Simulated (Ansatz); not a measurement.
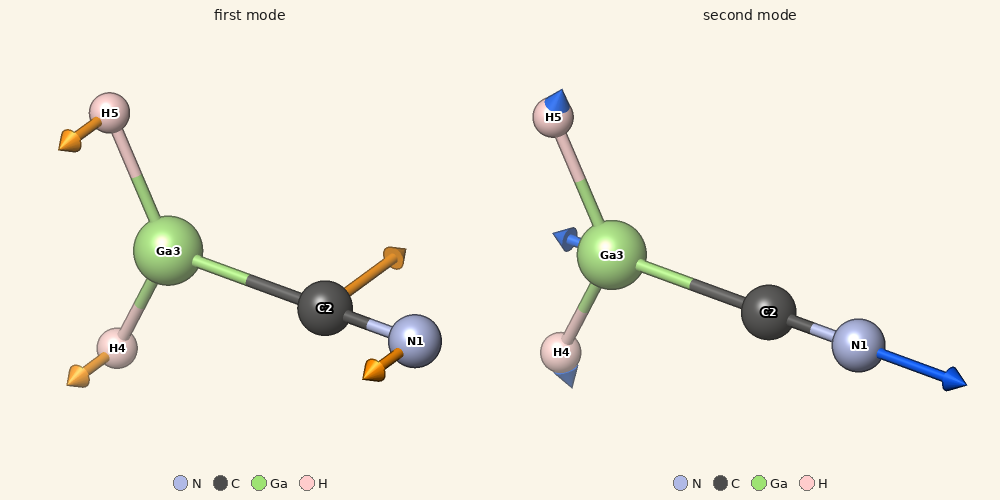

The system is CH2GaN, SMILES N#[C][GaH2]; the picture shows the reference structure; its two panels give the patterns of the first and the second mode as arrows. 
- Coordinates scanned: (1) normal mode 1 (238 cm⁻¹); (2) normal mode 3 (461 cm⁻¹).
- Nothing is relaxed (straight displacements along the two mass-weighted modes).
- The grid has 15 × 15 points.
- Energies: kJ/mol, counted from the lowest grid point.
- All numbers below come from RHF/def2-TZVP (Ansatz).

Its coordinates:

```yaml
atoms:
  - { symbol: N, position_ang: [1.7030, -1.0693, 1.2671] }
  - { symbol: C, position_ang: [0.8939, -0.5651, 0.6570] }
  - { symbol: Ga, position_ang: [-0.5196, 0.3152, -0.4073] }
  - { symbol: H, position_ang: [-1.7569, -0.5608, -0.7708] }
  - { symbol: H, position_ang: [-0.2704, 1.8064, -0.7875] }
```

Range: normal mode 1 (238 cm⁻¹) from −1.873 to 1.873 amu½·Å; normal mode 3 (461 cm⁻¹) from −1.600 to 1.600 amu½·Å.

### What will the energy surface look like?

The lowest grid point is at normal mode 1 (238 cm⁻¹) = 0.000 amu½·Å, normal mode 3 (461 cm⁻¹) = 0.000 amu½·Å. It is the only kind of minimum in the scanned range. The highest grid point, normal mode 1 (238 cm⁻¹) = 1.873 amu½·Å, normal mode 3 (461 cm⁻¹) = 1.600 amu½·Å, lies 299 kJ/mol above the lowest.

| normal mode 3 (461 cm⁻¹) ↓, normal mode 1 (238 cm⁻¹) → | −1.873 | −1.605 | −1.338 | −1.070 | −0.802 | −0.535 | −0.268 | 0.000 | 0.268 | 0.535 | 0.802 | 1.070 | 1.338 | 1.605 | 1.873 |
| --- | --- | --- | --- | --- | --- | --- | --- | --- | --- | --- | --- | --- | --- | --- | --- |
| 1.600 | 298 | 220 | 159 | 115 | 87 | 71 | 64 | 62 | 64 | 71 | 87 | 116 | 160 | 221 | 299 |
| 1.371 | 282 | 204 | 144 | 100 | 73 | 57 | 50 | 48 | 50 | 57 | 73 | 101 | 144 | 205 | 282 |
| 1.143 | 266 | 189 | 129 | 86 | 59 | 44 | 37 | 36 | 37 | 44 | 59 | 86 | 129 | 189 | 267 |
| 0.914 | 252 | 175 | 115 | 73 | 46 | 32 | 26 | 24 | 26 | 32 | 46 | 73 | 115 | 175 | 252 |
| 0.686 | 238 | 162 | 102 | 61 | 35 | 22 | 16 | 15 | 16 | 22 | 35 | 61 | 103 | 162 | 239 |
| 0.457 | 226 | 150 | 92 | 51 | 26 | 13 | 8 | 7 | 8 | 13 | 26 | 51 | 92 | 150 | 226 |
| 0.229 | 216 | 140 | 83 | 43 | 19 | 8 | 3 | 2 | 3 | 8 | 20 | 43 | 83 | 141 | 216 |
| 0.000 | 208 | 133 | 77 | 38 | 16 | 5 | 1 | 0 | 1 | 5 | 16 | 38 | 77 | 133 | 208 |
| −0.229 | 203 | 129 | 74 | 37 | 16 | 6 | 3 | 2 | 3 | 6 | 16 | 37 | 74 | 129 | 203 |
| −0.457 | 201 | 129 | 75 | 40 | 20 | 12 | 9 | 9 | 9 | 12 | 20 | 40 | 75 | 129 | 201 |
| −0.686 | 204 | 133 | 82 | 48 | 30 | 23 | 22 | 22 | 22 | 23 | 30 | 48 | 82 | 133 | 203 |
| −0.914 | 211 | 143 | 94 | 63 | 47 | 42 | 42 | 42 | 42 | 42 | 47 | 63 | 94 | 143 | 211 |
| −1.143 | 225 | 160 | 114 | 85 | 72 | 69 | 70 | 71 | 70 | 69 | 72 | 85 | 113 | 160 | 225 |
| −1.371 | 247 | 185 | 142 | 117 | 107 | 106 | 109 | 111 | 109 | 106 | 107 | 117 | 142 | 185 | 246 |
| −1.600 | 277 | 220 | 181 | 160 | 154 | 156 | 161 | 163 | 161 | 156 | 154 | 160 | 181 | 220 | 277 |

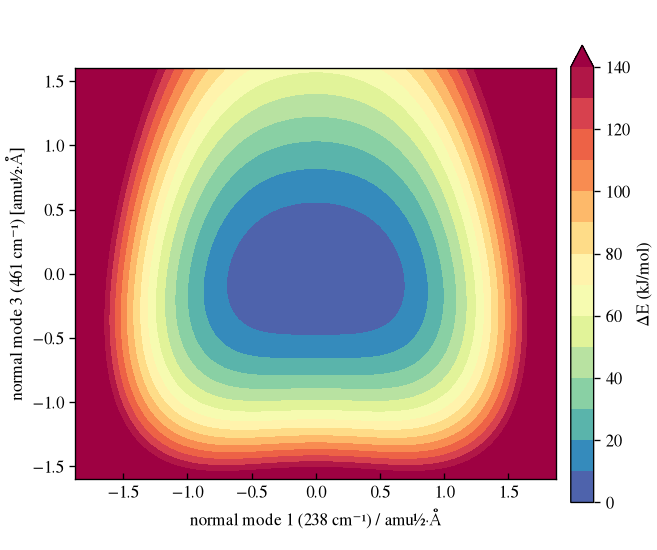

In the figure: filled contours, one colour for all values above the top of the scale. Between grid points the surface is interpolated.

Each point was launched as `ansatz run input.yaml --threads 1 --pin off --max-ram 2560MiB --backend cpu --events-out ev --progress --plain --runs-dir out`. The whole map (225 points run) took 8.6 min on 1 thread of Arm Neoverse V2, with other jobs on the host.
